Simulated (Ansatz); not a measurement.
**AlN: pressure series**

The parent structure is AlN in the wurtzite structure (space group P6_3mc, No. 186; a = 3.1298 Å, c = 5.0173 Å).

Cell and atoms are relaxed at each pressure.

Levels (all Ansatz, a quantum-chemistry and plane-wave program, PAW, earlier PAW set): PBE (420 eV, no spin-orbit coupling); r2SCAN (500 eV, scalar-relativistic without spin-orbit coupling).

The base cell above is that of PBE; each level relaxes its own structures.

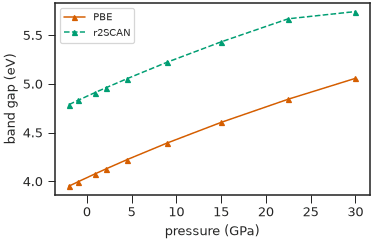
Band gap under two levels

Question: How do the two levels compare along the series?

Answer: PBE lies below r2SCAN in every row, by 0.69 eV to 0.84 eV. They put the cases in the same order.

Load acts through the strain it causes; cell and atoms are relaxed under it. Stability against distortions was not tested. Tetrahedral semiconductors of this kind turn to denser phases somewhere between about 1 and 50 GPa; those were not computed, so compressed cells here can lie past the real transition.
